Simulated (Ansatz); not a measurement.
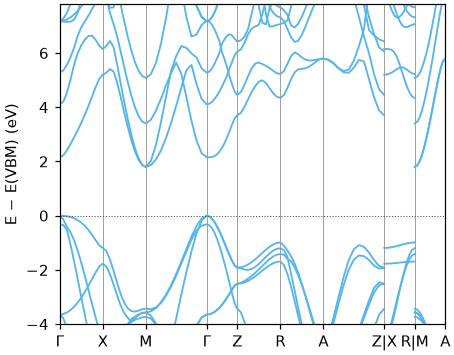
Fig. 1. Band structure from the program Ansatz at the r²SCAN level (PAW)

Task: Read off the gap and where the band edges lie.

Result: About 1.8 eV (1.80 eV by a search for the band edges); maximum at Γ, minimum at M.

Task: Which compound is it?
A. InP, P4_2/mnm (In on 4g, P on 4f)
B. SiGeC2, P-4m2 (Ge on 1c, Si on 1a, C on 2g)
C. MnF2, rutile
D. AlGaN2, P-4m2 (Al on 1c, Ga on 1a, N on 2g)

Result: B, SiGeC2, P-4m2 (Ge on 1c, Si on 1a, C on 2g)

The start of the workflow was typed in or built on a structure type; neither database checked (COD, Materials Project) lists it. Whether it is the stable phase at ambient conditions was not checked. The cell was relaxed with r²SCAN under the symmetry of its start; whether a distortion lowers the energy is not shown. Spin–orbit coupling is left out wherever it is not named.

Potentials: the later of the program's two PAW sets.
